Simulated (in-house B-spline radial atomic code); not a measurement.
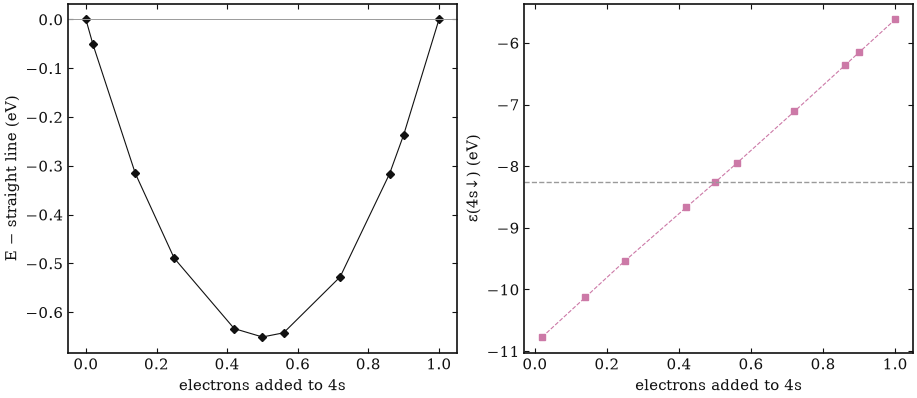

Theory: scalar-relativistic (spin-free one-electron X2C) HSE06, spin-polarised, spherical fractional occupations, Fermi nucleus, basis-set limit (computed with an in-house B-spline radial code). The occupation of the 4s shell is varied from Co⁺ ([Ar] 3d7 4s1 (high spin)) to Co ([Ar] 3d7 4s2 (high spin)), with spherical fractional occupations. The plot shows the total energy less the straight line between the end points, and the eigenvalue of 4s↓ (the dashed line is minus the energy to take the whole electron out).

Is the energy convex or concave in the occupation, and by how much?

Answer. The curve is convex (below the straight line), with the largest deviation among the points computed, −0.65 eV, at 0.5. The end points differ by 8.25 eV, the energy to take the electron out. The eigenvalue, which is the slope of the energy (Janak's theorem), moves from −10.8 eV at 0.02 to −5.62 eV at 1; for a straight line it would stay constant, and a parabola would sag by an eighth of this change, scaled to a whole electron, 0.66 eV. Convexity is the delocalisation error: fractional charges are too low in energy. Exact exchange at spherical fractional occupations leaves self-interaction in partly filled shells, which adds to the curvature.
